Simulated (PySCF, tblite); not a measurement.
**C5H7FO: geometry, infrared bands and NMR shifts**

Aim: predict the infrared bands and NMR shifts of C5H7FO (`C=C1COC[C@H]1F`).

Programs: tblite 0.8.0 and PySCF 2.14.0, with density-fitted response routines of our own. Each step states its level of theory. These are calculated values for one molecule in the gas phase, unless marked as measured. Atoms count from 0, in the outputs and in this text.

### Step 1. The starting structure

14 atoms, charge 0, multiplicity 1; geometry from: force field or distance geometry start.

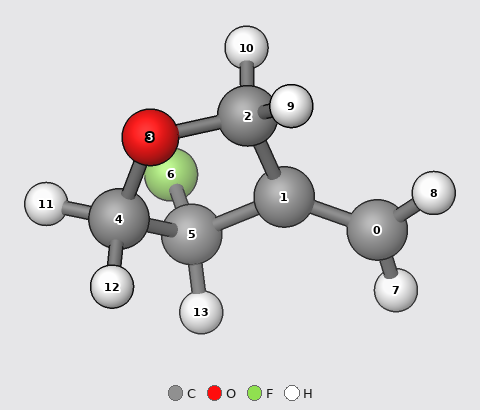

As it starts; carbon grey, oxygen red, fluorine green, hydrogen white, atoms numbered.

### Step 2. Optimising the geometry with GFN2-xTB

The job: settings as JSON, then the geometry in Å.

```
{"job": {"kind": "relax", "xc": "GFN2-xTB", "basis": "xTB"}, "charge": 0, "multiplicity": 1}
C      1.969700     0.178400     0.375900
C      0.680000     0.151400     0.006200
C     -0.248200     1.302300    -0.188900
O     -1.530200     0.847300     0.068400
C     -1.499200    -0.537700     0.244800
C     -0.177100    -1.053700    -0.286700
F     -0.203800    -1.261800    -1.663200
H      2.555300    -0.719700     0.502000
H      2.403400     1.156900     0.549100
H     -0.024300     2.166100     0.446800
H     -0.192300     1.532200    -1.298000
H     -2.293500    -1.017900    -0.349600
H     -1.641900    -0.830400     1.301800
H      0.201500    -1.913800     0.269400
```

Started as:

```sh
> OMP_NUM_THREADS=1 python probes_run.py task.json out
```

The driver reads the jobs from task.json and runs them one after another.

**Question.** This job is followed by: GFN2-xTB harmonic vibrations, gas phase; GIAO PBE0/pcSseg-1 NMR shielding, non-relativistic, gas phase. Predict these results of the whole session: strongest single infrared mode (GFN2-xTB); zero-point energy (GFN2-xTB); 13C shifts against TMS (PBE0/pcSseg-1); 1H shifts against TMS (PBE0/pcSseg-1); 17O shifts against H2O (PBE0/pcSseg-1); 19F shifts against CFCl3 (PBE0/pcSseg-1).

The runs gave:

| quantity | value |
| --- | --- |
| strongest single infrared mode (GFN2-xTB) | 1073 cm⁻¹, 92 km/mol |
| zero-point energy (GFN2-xTB) | 68.8 kcal/mol |
| 13C shifts against TMS (PBE0/pcSseg-1) | 158.1, 116.5, 95.6, 76.8, 75.1 ppm |
| 1H shifts against TMS (PBE0/pcSseg-1) | 5.92, 5.65, 5.59, 4.74, 4.64, 4.52, 3.87 ppm |
| 17O shifts against H2O (PBE0/pcSseg-1) | 36.3 ppm |
| 19F shifts against CFCl3 (PBE0/pcSseg-1) | -214.6 ppm |

In words: Over 97 steps the energy fell by 0.324 eV; of the close pairs, C2–H10 changed most, 1.134 to 1.102 Å. No mode is imaginary among the 36: a minimum at this level. The strongest single mode, at 1073 cm⁻¹, is carried by C5, F6, H13. Unscaled tight-binding wavenumbers are off by several per cent, some by more. Its intensities can rank the bands wrongly. C1 (fully substituted alkene carbon) lies farthest downfield among carbon, at 158.1 ppm; an sp2 carbon of a C=C bond.
